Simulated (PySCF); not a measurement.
# CH8Ge2: the cost of one run

The runs use PySCF 2.14.0, with density-fitted response routines of our own; the level of theory stands in each step. All values are computed, except where a source is named. Atoms count from 0, in the outputs and in this text.

### Step 1. Starting geometry

11 atoms, charge 0, multiplicity 1; geometry from: GFN2-xTB. The atoms were then displaced at random by about 0.03 Å, so the start is not that level's minimum.

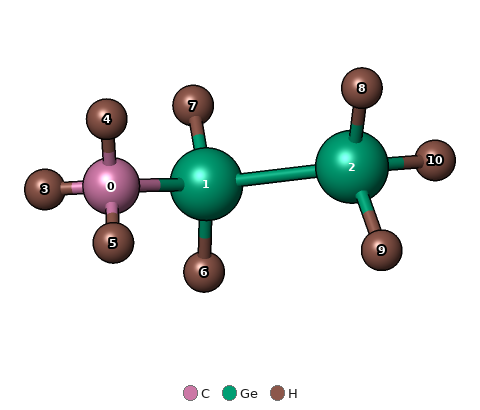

The starting geometry (carbon pink, germanium teal, hydrogen brown), atoms numbered.

### Step 2. Relaxing the molecule at PBE0-D3(BJ)/def2-SVP

Job settings and geometry (Å):

```
{"job": {"xc": "PBE0", "basis": "def2-SVP", "d3": "d3bj", "grid": 1, "shake": 0.03, "kind": "geom"}, "charge": 0, "multiplicity": 1}
C     -1.586360     0.679190    -0.030450
Ge    -0.435450    -0.796830    -0.030000
Ge     1.799740    -0.109270     0.026400
H     -2.584820     0.444880    -0.111390
H     -1.446340     1.372870    -0.930510
H     -1.534520     1.366440     0.850530
H     -0.734300    -1.687110     1.140370
H     -0.635070    -1.623670    -1.253720
H      2.209130     0.864950    -0.994440
H      2.216990     0.624480     1.338260
H      2.839920    -1.216080    -0.026090
```

Command:

```bash
> OMP_NUM_THREADS=1 python probes_run.py task.json out
```

This one command runs all jobs of the session in turn.

Q: Estimate the wall time and peak memory of this first job on 1 thread of Arm Neoverse V1, shared host.

About 29 s, with a peak of 0.47 GiB.
